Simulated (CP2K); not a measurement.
# GFN2-xTB run of C2H6BN (SMILES [BH3-]C#[N+]C)

What is the energy difference between two shapes of C2H6BN at GFN2-xTB? 

Program for the calculation: CP2K 2026.2.

1 further run of the same task is left out (set aside as unsound or not needed).

### Step 1. The structure to begin with

The species is C2H6BN (10 atoms), meant as a singlet with charge 0. SMILES: `[BH3-]C#[N+]C`. The shape is that of a GFN2-xTB optimisation.

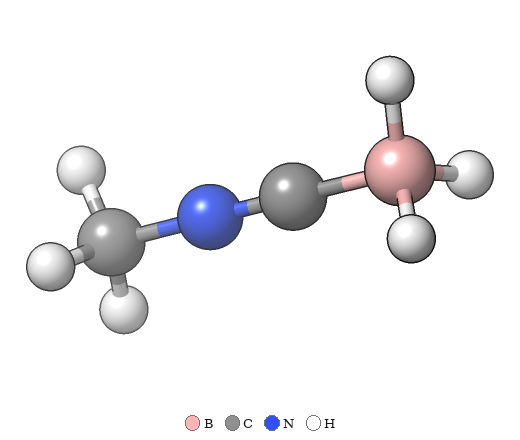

The structure, seen from a chosen angle (boron pink, carbon grey, nitrogen blue, hydrogen white).

### Step 2. Energy and gradient at GFN2-xTB

File run.inp:

```
&GLOBAL
    PROJECT run
    RUN_TYPE ENERGY_FORCE
    PRINT_LEVEL MEDIUM
&END GLOBAL

&FORCE_EVAL
    METHOD QUICKSTEP
    &DFT
        &QS
            METHOD XTB
            EPS_DEFAULT 1.0E-10
            &XTB
                GFN_TYPE TBLITE
                &TBLITE
                    METHOD GFN2
                &END TBLITE
                CHECK_ATOMIC_CHARGES F
            &END XTB
        &END QS
        &POISSON
            PERIODIC NONE
            POISSON_SOLVER ANALYTIC
        &END POISSON
        &SCF
            SCF_GUESS ATOMIC
            EPS_SCF 1.0E-07
            MAX_SCF 150
            ADDED_MOS 2
            &DIAGONALIZATION
                ALGORITHM STANDARD
            &END DIAGONALIZATION
            &MIXING
                METHOD DIRECT_P_MIXING
                ALPHA 0.4
            &END MIXING
            &SMEAR ON
                METHOD FERMI_DIRAC
                ELECTRONIC_TEMPERATURE [K] 300
            &END SMEAR
        &END SCF
        &PRINT
            &MOMENTS
                PERIODIC F
                REFERENCE COM
                MAX_MOMENT 1
            &END MOMENTS
            &MO ON
                ENERGIES T
                OCCUPATION_NUMBERS T
                NDIGITS 6
                &EACH
                    QS_SCF 0
                &END EACH
                ADD_LAST NUMERIC
            &END MO
            &HIRSHFELD OFF
            &END HIRSHFELD
        &END PRINT
    &END DFT
    &SUBSYS
        &CELL
            ABC 13.7 13.9 14.1
            PERIODIC NONE
        &END CELL
        &COORD
            B     -1.072780     1.180800    -1.293730
            C     -0.283340     0.320470    -0.341760
            N      0.327180    -0.349360     0.391650
            C      1.050220    -1.156210     1.266500
            H     -1.682220     0.427900    -1.989340
            H     -1.785570     1.858750    -0.619240
            H     -0.275000     1.823690    -1.904190
            H      1.455470    -2.013380     0.724350
            H      1.871370    -0.582090     1.700840
            H      0.394670    -1.510580     2.064920
        &END COORD
        &TOPOLOGY
            &CENTER_COORDINATES
            &END CENTER_COORDINATES
        &END TOPOLOGY
    &END SUBSYS
    &PRINT
        &FORCES ON
        &END FORCES
    &END PRINT
&END FORCE_EVAL
```

Command:

```
OMP_NUM_THREADS=1 cp2k.psmp -i run.inp > run.out 2>&1
```

Standard output:

```text
CP2K| version string:                                       CP2K version 2026.2
[...]
 GLOBAL| Method name                                                        CP2K
[...]
 GLOBAL| Run type                                                   ENERGY_FORCE
[...]
                             - Atoms:                                         10
[...]
                             - Spherical basis functions:                     22
[...]
 Number of electrons:                                                         22
[...]
  *** SCF run converged in    15 steps ***
[...]
  Fermi energy:                                                -0.25179887497890
[...]
 TB_DIPOLE| Moment [Debye]          2.24495480      -2.47278602       2.70791790
 TB_DIPOLE| Derivative [a.u.]       0.00000000       0.00000000       0.00000000
[...]
 ENERGY| Total FORCE_EVAL ( QS ) energy [hartree]            -11.449343716015953
 FORCES| Atomic forces [hartree/bohr]
 FORCES|   Atom     x               y               z               |f|
 FORCES|      1 -6.56605446E-05  3.04010148E-04 -9.01634096E-07   3.11021366E-04
 FORCES|      2  1.46083968E-04 -1.67381176E-04  6.17852098E-05   2.30595742E-04
 FORCES|      3 -1.40108448E-04  5.01640880E-05 -8.32738300E-05   1.70532530E-04
 FORCES|      4  1.25675472E-04 -1.81250117E-04  1.42065444E-04   2.62351901E-04
 FORCES|      5 -3.36109174E-05 -4.75143688E-05 -5.02890601E-05   7.69174790E-05
 FORCES|      6  4.31948155E-05 -6.98400210E-05 -2.72017353E-05   8.65063871E-05
 FORCES|      7 -1.53673958E-05 -6.96685115E-05  3.69089804E-05   8.03251591E-05
 FORCES|      8 -4.91002161E-05  1.03235359E-04  2.24192536E-05   1.16494607E-04
 FORCES|      9 -4.54423141E-05  2.16485063E-05 -3.67452145E-05   6.23207231E-05
 FORCES|     10  3.43355802E-05  5.65960935E-05 -6.47674139E-05   9.26113804E-05
 FORCES| Sum     3.95259455E-17  2.21021389E-16 -1.48034254E-16
 FORCES| Total atomic force                                       2.68936601E-16
[...]
```

Run time: 1 s. Hardware: 1 thread of Intel Xeon 6975P-C (Granite Rapids), shared host; peak memory 0.19 GiB.

### Step 3. The distorted shape, same level

File job.inp:

```
&GLOBAL
    PROJECT_NAME job
    RUN_TYPE ENERGY_FORCE
    PRINT_LEVEL MEDIUM
&END GLOBAL

&FORCE_EVAL
    METHOD QUICKSTEP
    &DFT
        CHARGE 0
        MULTIPLICITY 1
        # Quickstep
        &QS
            METHOD XTB
            EPS_DEFAULT 1.0E-10
            &XTB
                GFN_TYPE TBLITE
                &TBLITE
                    METHOD GFN2
                &END TBLITE
                CHECK_ATOMIC_CHARGES F
            &END XTB
        &END QS
        # isolated system
        &POISSON
            PERIODIC NONE
            POISSON_SOLVER ANALYTIC
        &END POISSON
        &SCF
            SCF_GUESS ATOMIC
            EPS_SCF 1.0E-07
            MAX_SCF 150
            ADDED_MOS 2
            &DIAGONALIZATION
                ALGORITHM STANDARD
            &END DIAGONALIZATION
            &MIXING
                METHOD DIRECT_P_MIXING
                ALPHA 0.4
            &END MIXING
            &SMEAR ON
                METHOD FERMI_DIRAC
                ELECTRONIC_TEMPERATURE [K] 300
            &END SMEAR
        &END SCF
        # extra output
        &PRINT
            &MOMENTS
                PERIODIC F
                REFERENCE COM
                MAX_MOMENT 1
            &END MOMENTS
            &MO ON
                ENERGIES T
                OCCUPATION_NUMBERS T
                NDIGITS 6
                &EACH
                    QS_SCF 0
                &END EACH
                ADD_LAST NUMERIC
            &END MO
            &HIRSHFELD OFF
            &END HIRSHFELD
        &END PRINT
    &END DFT
    # structure
    &SUBSYS
        &CELL
            ABC [angstrom] 13.6 13.9 14.1
            PERIODIC NONE
        &END CELL
        &COORD
            B     -1.106964     1.155262    -1.299382
            C     -0.321039     0.421117    -0.305855
            N      0.367921    -0.327271     0.366930
            C      1.106355    -1.197293     1.356609
            H     -1.662131     0.425346    -2.028295
            H     -1.706635     1.907078    -0.579070
            H     -0.289138     1.764102    -1.916529
            H      1.459378    -1.951598     0.801874
            H      1.911239    -0.549749     1.689355
            H      0.463626    -1.508795     2.111514
        &END COORD
        &TOPOLOGY
            &CENTER_COORDINATES
            &END CENTER_COORDINATES
        &END TOPOLOGY
    &END SUBSYS
    &PRINT
        &FORCES ON
        &END FORCES
    &END PRINT
&END FORCE_EVAL
```

Command:

```
OMP_NUM_THREADS=1 cp2k.psmp -i job.inp -o job.out
```

Standard output:

```text
CP2K| version string:                                       CP2K version 2026.2
[...]
 GLOBAL| Method name                                                        CP2K
[...]
 GLOBAL| Run type                                                   ENERGY_FORCE
[...]
                             - Atoms:                                         10
[...]
                             - Spherical basis functions:                     22
[...]
 Number of electrons:                                                         22
[...]
  *** SCF run converged in    16 steps ***
[...]
  Fermi energy:                                                -0.26202168386287
[...]
 TB_DIPOLE| Moment [Debye]          1.86021981      -2.08653132       2.29460634
 TB_DIPOLE| Derivative [a.u.]       0.00000000       0.00000000       0.00000000
[...]
 ENERGY| Total FORCE_EVAL ( QS ) energy [hartree]            -11.424990404693945
 FORCES| Atomic forces [hartree/bohr]
 FORCES|   Atom     x               y               z               |f|
 FORCES|      1  1.06638959E-03  2.18528788E-02 -2.74645310E-03   2.20505896E-02
 FORCES|      2  6.53582659E-02 -8.14463007E-02  5.91113522E-02   1.19997312E-01
 FORCES|      3 -3.26700480E-02  2.81570602E-02 -1.59307444E-02   4.59776107E-02
 FORCES|      4 -2.73152329E-02  9.64552317E-02 -3.00447545E-02   1.04653815E-01
 FORCES|      5 -7.84911227E-03 -4.64841549E-03  2.39666393E-03   9.43187829E-03
 FORCES|      6 -7.04424855E-03 -9.58916844E-04 -6.72680412E-03   9.78728016E-03
 FORCES|      7  2.24019997E-03  3.58274901E-03 -8.38069937E-04   4.30777757E-03
 FORCES|      8  2.53554004E-02 -5.52314869E-02 -3.67770595E-02   7.10349602E-02
 FORCES|      9  1.89829939E-03 -1.79999197E-03  7.41909693E-03   7.86679801E-03
 FORCES|     10 -2.10399135E-02 -5.96280779E-03  2.41367724E-02   3.25701830E-02
 FORCES| Sum    -4.09394740E-16  5.81132364E-17  4.51028104E-17
 FORCES| Total atomic force                                       4.15951277E-16
[...]
```

Run time: 0.97 s. Hardware: 1 thread of Intel Xeon 6975P-C (Granite Rapids), shared host; peak memory 0.19 GiB.

### Step 4. Outcome

Level: GFN2-xTB.

| quantity | value |
| --- | --- |
| first shape: total energy | -11.44934 Eh |
| first shape: dipole moment (from atomic charges alone) | 4.30 D |
| first shape: HOMO energy | -9.96 eV |
| first shape: LUMO energy | -5.94 eV |
| first shape: HOMO–LUMO gap | 4.02 eV |
| first shape: largest force on an atom | 0.016 eV/Å |
| distorted shape: total energy | -11.42499 Eh |
| distorted shape: dipole moment (from atomic charges alone) | 3.62 D |
| distorted shape: HOMO energy | -10.00 eV |
| distorted shape: LUMO energy | -6.23 eV |
| distorted shape: HOMO–LUMO gap | 3.77 eV |
| distorted shape: largest force on an atom | 6.171 eV/Å |
| energy change with the atoms displaced | 0.663 eV |

What this shows: With the atoms displaced the energy rises by 0.66 eV (63.9 kJ/mol). The dipole (first shape) comes from point charges on the atoms alone, without atomic dipoles, so it is partial. The dipole (distorted shape) comes from point charges on the atoms alone, without atomic dipoles, so it is partial.
